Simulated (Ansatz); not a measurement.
Ligand exchange: GaHBr2 + CHCl2F → GaH2Br + CBrCl2F

Species: GaHBr2 `[Br][GaH][Br]`, singlet; CHCl2F (dichlorofluoromethane) `FC(Cl)Cl`, singlet; GaH2Br `[GaH2][Br]`, singlet; CBrCl2F (bromodichlorofluoromethane) `FC(Cl)(Cl)Br`, singlet. The partners trade Br for H: Ga–Br and C–H bonds give way to Ga–H and C–Br.

Shapes, held fixed at every level: PBE0-D4/def2-TZVP. Programs: Ansatz 0.2.0. The zero-point and thermal change to 298 K, harmonic and unscaled (PBE0-D4/def2-TZVP), is -14.0 kJ/mol.

```json
{"level": "HF/def2-SVP", "kind": "Hartree–Fock", "ΔH(298 K) (kJ/mol)": "+241.6", "less CCSD(T)/def2-TZVPP": "+36.8", "CPU time (sum over the molecules)": "–"}
{"level": "SPW92/def2-TZVPP", "kind": "LDA", "ΔH(298 K) (kJ/mol)": "+182.3", "less CCSD(T)/def2-TZVPP": "-22.5", "CPU time (sum over the molecules)": "7.5 s"}
{"level": "PBE-D4/def2-TZVPP", "kind": "GGA", "ΔH(298 K) (kJ/mol)": "+189.8", "less CCSD(T)/def2-TZVPP": "-15.0", "CPU time (sum over the molecules)": "13 s"}
{"level": "r2SCAN-D4/def2-TZVPP", "kind": "meta-GGA", "ΔH(298 K) (kJ/mol)": "+200.6", "less CCSD(T)/def2-TZVPP": "-4.2", "CPU time (sum over the molecules)": "28 s"}
{"level": "BHLYP-D4/def2-TZVPP", "kind": "global hybrid", "ΔH(298 K) (kJ/mol)": "+216.7", "less CCSD(T)/def2-TZVPP": "+11.9", "CPU time (sum over the molecules)": "19 s"}
{"level": "PBE0-D4/def2-TZVPP", "kind": "global hybrid", "ΔH(298 K) (kJ/mol)": "+203.0", "less CCSD(T)/def2-TZVPP": "-1.8", "CPU time (sum over the molecules)": "17 s"}
{"level": "MP2/def2-TZVPP", "kind": "perturbation theory", "ΔH(298 K) (kJ/mol)": "+203.8", "less CCSD(T)/def2-TZVPP": "-1.0", "CPU time (sum over the molecules)": "–"}
{"level": "CCSD(T)/def2-TZVPP", "kind": "coupled cluster or CI", "ΔH(298 K) (kJ/mol)": "+204.8", "less CCSD(T)/def2-TZVPP": "0.0", "CPU time (sum over the molecules)": "3.3 min"}
```

The highest level, CCSD(T)/def2-TZVPP, gives ΔH(298 K) = +204.8 kJ/mol; the levels span +182.3 to +241.6. The column of differences is taken from that level and isn't an error. No measured value is set beside it here. Relativity is left out for Br, Ga. Outer-core shells of Br, Ga are correlated in most correlated rows, in sets that cover them unevenly. Times are processor times on shared x86 and Arm servers, and rough.

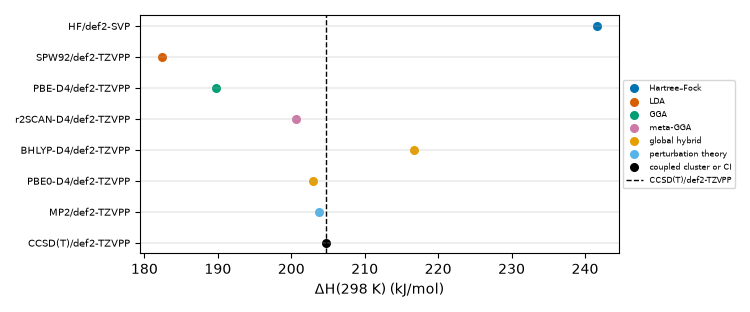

The values of the table, level by level.
